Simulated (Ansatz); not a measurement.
```xyz
10

Al    0.1338   -0.2388   -0.4515
H    -0.1353   -0.3058    2.2949
H     1.5167    0.5199   -0.4354
H    -1.2463    0.4308   -0.8368
O     0.1502   -1.9431   -0.0514
Si   -0.6997   -3.3495   -0.1280
H     0.2210   -4.5084    0.0112
H    -1.7058   -3.4165    0.9697
H    -1.4266   -3.4749   -1.4273
H    -0.0798   -0.8849    1.8862
```

Not at a stationary point (largest force 1.5 eV/Å).

These are results of RKS B3LYP-D4/6-31G* in Ansatz 0.2.0, not measurements.

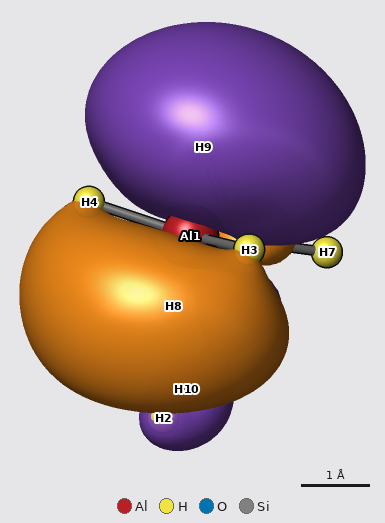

AlH5OSi···H2. One frontier orbital at ±0.06 Å⁻³ᐟ² (orange and purple are the two phases), seen at an oblique angle.

Which orbital is it: HOMO or LUMO?

The LUMO, at −1.21 eV. It lies mainly on Al1 (about 75 %).
